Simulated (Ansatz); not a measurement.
```xyz
7

Hf   -0.1387   -0.1168   -0.0330
O    -0.3076   -0.1949    1.8856
H    -0.4764   -0.1361    2.8337
F     1.7156    0.1720   -0.4906
O    -1.2028    1.2980   -0.7955
H    -1.7697    2.0328   -1.0586
F    -0.7031   -1.8045   -0.7841
```

Core potentials replace the inner electrons of Hf.

Theory: RKS PBE/def2-SVP in Ansatz.

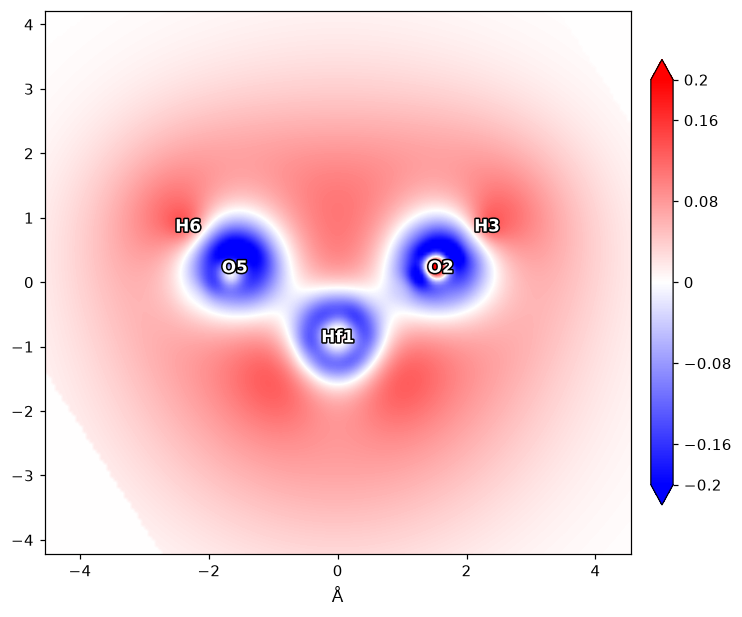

F₂H₂HfO₂. The LUMO on the plane of atoms O2, Hf1 and O5 (values in Å⁻³ᐟ²; the overall sign is arbitrary).

### Where does this orbital lie, and at what energy?

It lies mainly on Hf1 (about 65 %), H3 (about 5 %), H6 (about 5 %), O2 (about 5 %) and O5 (about 5 %). Its energy is −0.95 eV.
